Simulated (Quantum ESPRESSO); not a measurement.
# Collinear magnetic orders of LiGdSe2 with Quantum ESPRESSO, part 2 of 2

A self-consistent run ends on one state, which hangs on the start. Several orders of LiGdSe2 are started in Quantum ESPRESSO and their energies compared.

Quantum ESPRESSO 7.5; BLYP with U = 3.6 eV on Gd f (atomic projectors); plane waves with SSSP 1.3 efficiency PBE potentials, no spin-orbit coupling.

So far, absolute magnetization (μB): step 2 (run 1, typed as ferro +) 7.15.

## (3) Run 2 (antiferro q=(0,0,1/2) +−)

The cell is doubled to 8 atoms to hold this order. The wavevector q is in fractions of the reciprocal vectors of the crystal's primitive cell, as the cells of these inputs are built from it; moments change sign between cells as cos(2π q·R).

pw.in

```
&CONTROL
  calculation = 'scf'
  prefix = 'pwscf'
  outdir = './tmp'
  pseudo_dir = './pseudo'
  disk_io = 'nowf'
  tprnfor = .true.
  tstress = .true.
/
&SYSTEM
  ibrav = 0
  celldm(1) = 8
  nat = 8
  ntyp = 4
  ecutwfc = 50
  ecutrho = 400
  nbnd = 45
  input_dft = 'blyp'
  occupations = 'smearing'
  smearing = 'fd'
  degauss = 0.00734986
  nspin = 2
  starting_magnetization(1) = 0
  starting_magnetization(2) = 0.3889
  starting_magnetization(3) = -0.3889
  starting_magnetization(4) = 0
/
&ELECTRONS
  conv_thr = 8d-07
  electron_maxstep = 150
  mixing_beta = 0.5
  mixing_ndim = 12
/
ATOMIC_SPECIES
Li      6.9400 li_pbe_v1.4.uspp.F.UPF
Gd1   157.2500 Gd.paw.z_18.atompaw.wentzcovitch.v1.2.upf
Gd2   157.2500 Gd.paw.z_18.atompaw.wentzcovitch.v1.2.upf
Se     78.9710 Se_pbe_v1.uspp.F.UPF
CELL_PARAMETERS alat
   0.4846533974646    0.2798147694887    1.5266138646805
  -0.4846533974646    0.2798147694887    1.5266138646805
   0.0000000000000   -1.1192590779548    3.0532277293611
ATOMIC_POSITIONS crystal
Li      0.5000000000    0.5000000000    0.2500000000
Li      0.5000000000    0.5000000000    0.7500000000
Gd1     0.0000000000    0.0000000000    0.0000000000
Gd2     0.0000000000    0.0000000000    0.5000000000
Se      0.7516470200    0.7516470200    0.3758235100
Se      0.7516470200    0.7516470200    0.8758235100
Se      0.2483529800    0.2483529800    0.1241764900
Se      0.2483529800    0.2483529800    0.6241764900
K_POINTS automatic
6 6 3 0 0 0
HUBBARD {atomic}
U Gd1-4f 3.6000
U Gd2-4f 3.6000
```

On the command line:

```
OMP_NUM_THREADS=1 mpirun -n 4 pw.x -nk 4 -in pw.in > pw.out
```

Log:

```text
[banner, memory and clock lines left out]
Program PWSCF v.7.5 starts

     file Gd.paw.z_18.atompaw.wentzcovitch.v1.2.upf: wavefunction(s)  6S 0P 5D 0D 4F 0F renormalized
     file Gd.paw.z_18.atompaw.wentzcovitch.v1.2.upf: wavefunction(s)  6S 0P 5D 0D 4F 0F renormalized

     IMPORTANT: XC functional enforced from input :
     Exchange-correlation= BLYP
                           (   1   3   1   3   0   0   0)
     Any further DFT definition will be discarded
     Please, verify this is what you really want

     Message from routine setup:
     using ibrav=0 with symmetry is DISCOURAGED, use correct ibrav instead

     bravais-lattice index     =            0
     lattice parameter (alat)  =       8.0000  a.u.
     unit-cell volume          =    1271.9859 (a.u.)^3
     number of atoms/cell      =            8
     number of atomic types    =            4
     number of electrons       =        66.00
     number of Kohn-Sham states=           45
     kinetic-energy cutoff     =      50.0000  Ry
     charge density cutoff     =     400.0000  Ry
     scf convergence threshold =      8.0E-07
     mixing beta               =       0.5000
     number of iterations used =           12  plain     mixing
     Exchange-correlation= BLYP
                           (   1   3   1   3   0   0   0)
     Hubbard projectors: atomic
     Hubbard parameters of DFT+U (Dudarev formulation) in eV:
     U(Gd1-4f) =  3.6000
     U(Gd2-4f) =  3.6000

     Internal variables: lda_plus_u =T, lda_plus_u_kind = 0

     Internal variables: orbital_resolved =F, hub_pot_fix =F, apply_U = F

     celldm(1)=   8.000000  celldm(2)=   0.000000  celldm(3)=   0.000000
     celldm(4)=   0.000000  celldm(5)=   0.000000  celldm(6)=   0.000000

     crystal axes: (cart. coord. in units of alat)
               a(1) = (   0.484653   0.279815   1.526614 )
               a(2) = (  -0.484653   0.279815   1.526614 )
               a(3) = (   0.000000  -1.119259   3.053228 )

     reciprocal axes: (cart. coord. in units 2 pi/alat)
               b(1) = (  1.031665  0.595632  0.218348 )
               b(2) = ( -1.031665  0.595632  0.218348 )
               b(3) = ( -0.000000 -0.595632  0.109174 )

     PseudoPot. # 1 for Li read from file:
     li_pbe_v1.4.uspp.F.UPF
     Pseudo is Ultrasoft, Zval =  3.0

     PseudoPot. # 2 for Gd read from file:
     Gd.paw.z_18.atompaw.wentzcovitch.v1.2.upf
     Pseudo is Projector augmented-wave + core cor, Zval = 18.0

     PseudoPot. # 3 for Gd read from file:
     Gd.paw.z_18.atompaw.wentzcovitch.v1.2.upf
     Pseudo is Projector augmented-wave + core cor, Zval = 18.0

     PseudoPot. # 4 for Se read from file:
     Se_pbe_v1.uspp.F.UPF
     Pseudo is Ultrasoft + core correction, Zval =  6.0

     atomic species   valence    mass     pseudopotential
     Li                3.00     6.94000     Li( 1.00)
     Gd1              18.00   157.25000     Gd( 1.00)
     Gd2              18.00   157.25000     Gd( 1.00)
     Se                6.00    78.97100     Se( 1.00)

     Starting magnetic structure
     atomic species   magnetization
     Li              0.000
     Gd1             0.389
     Gd2            -0.389
     Se              0.000

      4 Sym. Ops., with inversion, found

   Cartesian axes

     site n.     atom                  positions (alat units)
         1        Li     tau(   1) = (   0.0000000   0.0000000   2.2899208  )
         2        Li     tau(   2) = (   0.0000000  -0.5596295   3.8165347  )
         3        Gd1    tau(   3) = (   0.0000000   0.0000000   0.0000000  )
         4        Gd2    tau(   4) = (   0.0000000  -0.5596295   1.5266139  )
         5        Se     tau(   5) = (   0.0000000  -0.0000000   3.4424243  )
         6        Se     tau(   6) = (   0.0000000  -0.5596295   4.9690382  )
         7        Se     tau(   7) = (   0.0000000   0.0000000   1.1374173  )
         8        Se     tau(   8) = (   0.0000000  -0.5596295   2.6640312  )

     number of k points=    34  Fermi-Dirac smearing, width (Ry)=  0.0073
                       cart. coord. in units 2pi/alat
        k(    1) = (   0.0000000   0.0000000   0.0000000), wk =   0.0092593
        k(    2) = (  -0.0000000  -0.1985440   0.0363914), wk =   0.0185185
        k(    3) = (  -0.1719442   0.0992720   0.0363914), wk =   0.0370370
        k(    4) = (  -0.1719442  -0.0992720   0.0727827), wk =   0.0370370
        k(    5) = (  -0.1719442   0.2978161  -0.0000000), wk =   0.0370370
        [... 29 further k-points ...]

     Dense  grid:   171931 G-vectors     FFT dimensions: (  90,  90, 180)

     Smooth grid:    60791 G-vectors     FFT dimensions: (  60,  60, 120)

     Generating pointlists ...
     new r_m :   0.2777 (alat units)  2.2214 (a.u.) for type    1
     new r_m :   0.2812 (alat units)  2.2495 (a.u.) for type    2
     new r_m :   0.2812 (alat units)  2.2495 (a.u.) for type    3
     new r_m :   0.2777 (alat units)  2.2214 (a.u.) for type    4

     Initial potential from superposition of free atoms

     starting charge      65.0879, renormalised to      66.0000

     STARTING HUBBARD OCCUPATIONS:

     =================== HUBBARD OCCUPATIONS ===================
     ------------------------ ATOM    3 ------------------------
     Tr[ns(  3)] (up, down, total) =   7.00000  0.00000  7.00000
     Atomic magnetic moment for atom   3 =   7.00000
     [... lines left out ...]
     ------------------------ ATOM    4 ------------------------
     Tr[ns(  4)] (up, down, total) =   0.00000  7.00000  7.00000
     Atomic magnetic moment for atom   4 =  -7.00000
     [... lines left out ...]
     Number of occupied Hubbard levels =   14.0000

     Atomic wfc used for Hubbard projectors are NOT orthogonalized

     Starting wfcs are   90 randomized atomic wfcs
     Checking if some PAW data can be deallocated...

     Self-consistent Calculation

     iteration #  1     ecut=    50.00 Ry     beta= 0.50
     Davidson diagonalization with overlap
     ethr =  1.00E-02,  avg # of iterations =  2.0

     =================== HUBBARD OCCUPATIONS ===================
     ------------------------ ATOM    3 ------------------------
     Tr[ns(  3)] (up, down, total) =   7.00228  0.02973  7.03200
     Atomic magnetic moment for atom   3 =   6.97255
     [... lines left out ...]
     ------------------------ ATOM    4 ------------------------
     Tr[ns(  4)] (up, down, total) =   0.02902  7.00130  7.03032
     Atomic magnetic moment for atom   4 =  -6.97228
     [... lines left out ...]
     Number of occupied Hubbard levels =   14.0623

     total energy              =   -1574.44640153 Ry
     estimated scf accuracy    <       1.64153310 Ry

     total magnetization       =     0.00 Bohr mag/cell
     absolute magnetization    =    14.38 Bohr mag/cell

     iteration #  2     ecut=    50.00 Ry     beta= 0.50
     Davidson diagonalization with overlap
     ethr =  2.49E-03,  avg # of iterations =  3.4

     total energy              =   -1571.25359412 Ry
     estimated scf accuracy    <      18.84377736 Ry

     total magnetization       =     0.73 Bohr mag/cell
     absolute magnetization    =     8.25 Bohr mag/cell

     [... further iterations left out ...]

     iteration # 15     ecut=    50.00 Ry     beta= 0.50
     Davidson diagonalization with overlap
     ethr =  1.81E-08,  avg # of iterations =  3.4

     total energy              =   -1575.09538310 Ry
     estimated scf accuracy    <       0.00000174 Ry

     total magnetization       =     0.00 Bohr mag/cell
     absolute magnetization    =    14.24 Bohr mag/cell

     iteration # 16     ecut=    50.00 Ry     beta= 0.50
     Davidson diagonalization with overlap
     ethr =  2.63E-09,  avg # of iterations =  8.4

     Magnetic moment per site  (integrated on atomic sphere of radius R)
     atom   1 (R=0.278)  charge=  2.3576  magn= -0.0000
     atom   2 (R=0.278)  charge=  2.3576  magn= -0.0000
     atom   3 (R=0.281)  charge= 15.2893  magn=  6.9804
     atom   4 (R=0.281)  charge= 15.2895  magn= -6.9804
     atom   5 (R=0.278)  charge=  4.7499  magn=  0.0091
     atom   6 (R=0.278)  charge=  4.7499  magn= -0.0091
     atom   7 (R=0.278)  charge=  4.7499  magn= -0.0091
     atom   8 (R=0.278)  charge=  4.7499  magn=  0.0091

     End of self-consistent calculation

     =================== HUBBARD OCCUPATIONS ===================
     ------------------------ ATOM    3 ------------------------
     Tr[ns(  3)] (up, down, total) =   7.01082  0.07412  7.08494
     Atomic magnetic moment for atom   3 =   6.93670
     [... lines left out ...]
     ------------------------ ATOM    4 ------------------------
     Tr[ns(  4)] (up, down, total) =   0.07419  7.01082  7.08501
     Atomic magnetic moment for atom   4 =  -6.93663
     [... lines left out ...]
     Number of occupied Hubbard levels =   14.1699

     [... lines left out ...]
     the Fermi energy is     8.0869 ev

!    total energy              =   -1575.09538474 Ry
     estimated scf accuracy    <       0.00000011 Ry
     smearing contrib. (-TS)   =      -0.00000490 Ry
     internal energy E=F+TS    =   -1575.09537985 Ry

     The total energy is F=E-TS. E is the sum of the following terms:
     one-electron contribution =    -318.27245089 Ry
     hartree contribution      =     189.34669210 Ry
     xc contribution           =    -172.42703932 Ry
     ewald contribution        =    -338.90299437 Ry
     Hubbard energy            =       0.01644507 Ry
     one-center paw contrib.   =    -934.85603244 Ry

     total magnetization       =    -0.00 Bohr mag/cell
     absolute magnetization    =    14.24 Bohr mag/cell

     convergence has been achieved in  16 iterations

     Forces acting on atoms (cartesian axes, Ry/au):

     atom    1 type  1   force =     0.00000000   -0.00000079   -0.00000007
     atom    2 type  1   force =    -0.00000000    0.00000079    0.00000007
     atom    3 type  2   force =     0.00000000    0.00000000    0.00000000
     atom    4 type  3   force =     0.00000000    0.00000000    0.00000000
     atom    5 type  4   force =     0.00000000    0.00003679    0.00924679
     atom    6 type  4   force =    -0.00000000    0.00006207    0.00925351
     atom    7 type  4   force =    -0.00000000   -0.00006207   -0.00925351
     atom    8 type  4   force =    -0.00000000   -0.00003679   -0.00924679

     Total force =     0.018501     Total SCF correction =     0.000266

     Computing stress (Cartesian axis) and pressure

          total   stress  (Ry/bohr**3)                   (kbar)     P=       40.13
   0.00027203  -0.00000000   0.00000000           40.02       -0.00        0.00
  -0.00000000   0.00027279   0.00000045           -0.00       40.13        0.07
  -0.00000000   0.00000045   0.00027363           -0.00        0.07       40.25
```

Run time: 7 min. Hardware: 4 MPI ranks of Intel Xeon Platinum 8488C (Sapphire Rapids), shared host; peak memory 3.2 GiB.

Spin moment in the atom's sphere by atom:

```csv
atom,spin moment in the atom's sphere (μB)
Li1,0.00
Li2,0.00
Gd3,6.98
Gd4,-6.98
Se5,0.01
Se6,-0.01
Se7,-0.01
Se8,0.01
```

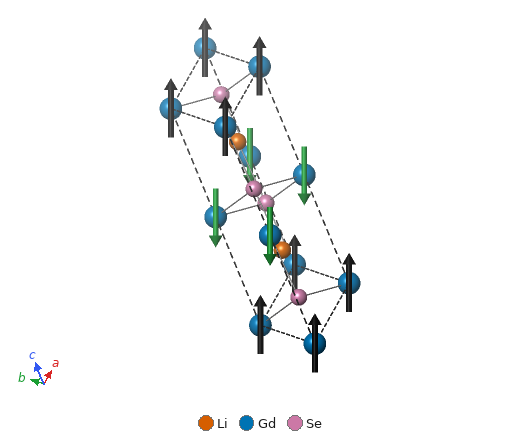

Spin moment in the atom's sphere as arrows, the longest 6.98 μB. Up and down stand for the sign. Arrows give size and sign along the axis of quantisation, drawn up and down the page. The two directions have two colours. Bonds to atoms that aren't drawn are left out. Some periodic images of atoms are drawn too.

Read from the output:

| Property | Result |
| --- | --- |
| smearing term TS | 6.66e-5 eV |
| pressure | 4.013 GPa |
| magnetization | 0 μB |
| absolute magnetization | 14.24 μB |
| final state | antiferromagnetic |

## (4) Start 3: no spin polarisation

pw.in

```
&CONTROL
  calculation = 'scf'
  prefix = 'pwscf'
  outdir = './tmp'
  pseudo_dir = './pseudo'
  disk_io = 'nowf'
  tprnfor = .true.
  tstress = .true.
/
&SYSTEM
  ibrav = 0
  celldm(1) = 8
  nat = 4
  ntyp = 3
  ecutwfc = 50
  ecutrho = 400
  nbnd = 25
  input_dft = 'blyp'
  occupations = 'smearing'
  smearing = 'fd'
  degauss = 0.00734986
/
&ELECTRONS
  conv_thr = 4d-07
  electron_maxstep = 150
  mixing_beta = 0.5
  mixing_ndim = 12
/
ATOMIC_SPECIES
Li      6.9400 li_pbe_v1.4.uspp.F.UPF
Gd    157.2500 Gd.paw.z_18.atompaw.wentzcovitch.v1.2.upf
Se     78.9710 Se_pbe_v1.uspp.F.UPF
CELL_PARAMETERS alat
   0.4846533974646    0.2798147694887    1.5266138646805
  -0.4846533974646    0.2798147694887    1.5266138646805
   0.0000000000000   -0.5596295389774    1.5266138646805
ATOMIC_POSITIONS crystal
Li      0.5000000000    0.5000000000    0.5000000000
Gd      0.0000000000    0.0000000000    0.0000000000
Se      0.7516470200    0.7516470200    0.7516470200
Se      0.2483529800    0.2483529800    0.2483529800
K_POINTS automatic
6 6 6 0 0 0
HUBBARD {atomic}
U Gd-4f 3.6000
```

Log:

```text
     [... lines left out ...]
Program PWSCF v.7.5 starts
     [... lines left out ...]
     number of atoms/cell      =            4
     [... lines left out ...]
     number of electrons       =        33.00
     number of Kohn-Sham states=           25
     kinetic-energy cutoff     =      50.0000  Ry
     charge density cutoff     =     400.0000  Ry
     scf convergence threshold =      4.0E-07
     [... lines left out ...]
     12 Sym. Ops., with inversion, found
     [... lines left out ...]
     number of k points=    32  Fermi-Dirac smearing, width (Ry)=  0.0073
     [... lines left out ...]
     iteration # 23     ecut=    50.00 Ry     beta= 0.50
     [... lines left out ...]
     Tr[ns(  2)] =   7.56881
     [... lines left out ...]
     the Fermi energy is     7.4288 ev
!    total energy              =    -786.57286666 Ry
     estimated scf accuracy    <       0.00000001 Ry
     smearing contrib. (-TS)   =      -0.06166115 Ry
     [... lines left out ...]
     convergence has been achieved in  23 iterations
     [... lines left out ...]
     Total force =     0.004831     Total SCF correction =     0.000016
     [... lines left out ...]
          total   stress  (Ry/bohr**3)                   (kbar)     P=       26.18
     [... lines left out ...]
```

Wall time 75 s (4 MPI ranks); peak memory 1.4 GiB.

This step gave:

| Item | Value |
| --- | --- |
| smearing term TS | 0.8389 eV |
| pressure | 2.618 GPa |
| final state | non-magnetic (no spin polarisation) |

## (5) The states side by side

An order is kept where moments of 0.15 μB or more survive with the typed signs; meshes match where a doubled cell samples the same k points as the first cell.

Orders:

```csv
start,final state,typed order kept,energy over the lowest (meV a seeded atom),largest site moment (μB),net moment (μB a cell of the first run),mesh matched,CPU time (s)
ferro +,ferromagnetic,yes,0.5923,6.982,7,yes,349.9
"antiferro q=(0,0,1/2) +-",antiferromagnetic,yes,0,6.98,0,yes,1671
no spin polarisation,non-magnetic,-,13263,0,0,yes,299.3
```

## (6) Occupations of the corrected shells in the lowest state

Occupations of the Hubbard shells:

```csv
block,type,shell,spin,electrons,occupation numbers
3,Gd1,4f,up,7.011,1.001 1.001 1.001 1.002 1.002 1.002 1.002
3,Gd1,4f,down,0.0741,0.000 0.006 0.006 0.006 0.017 0.017 0.022
4,Gd2,4f,up,0.0742,0.000 0.006 0.006 0.006 0.017 0.017 0.022
4,Gd2,4f,down,7.011,1.001 1.001 1.001 1.002 1.002 1.002 1.002
```

## (7) Summary of results

| Quantity | Value |
| --- | --- |
| lowest state found | antiferromagnetic (from antiferro q=(0,0,1/2) +-) |
| largest site moment | 6.98 μB |
| next state with moments | ferromagnetic, 0.592 meV a seeded atom higher |
| state without moments (under the same U) | 13263 meV a seeded atom higher |

**Reading.** The two lowest states lie so close that the mesh, the smearing, the functional or spin–orbit coupling could swap them. Under a U the spinless run pays the Hubbard penalty of a partly filled shell, so its energy overstates what forming the moments gains. This is the lowest of 3 collinear or spinless starts, no proof of the ground state. The 4f shell is half filled, so the spin-only picture is fair. The pseudopotentials were made with another functional, an inconsistency that can move energies. Energies are free energies at an electronic temperature of 1160 K, which lowers moments and differences where the moments are itinerant. In another run degenerate orbitals of a corrected shell are partly filled, so under the U its energy may be too high.

[Logs and program files are shortened in this print: banners, set-up blocks, solver, clock and traceback lines can be left out without a mark of their own.]

[Logs are printed without paths, hosts, clocks, repeated set-up lines and the standing remarks that a program may print on its own settings, such as how far it seeks lower states.]

[Hosts, paths, dates, database ids (printed as entryN), source tags and the programs' standing remarks are cut or masked in the printed files.]

[Where a cell is said to come from a database of computed structures, the database is the Materials Project.]
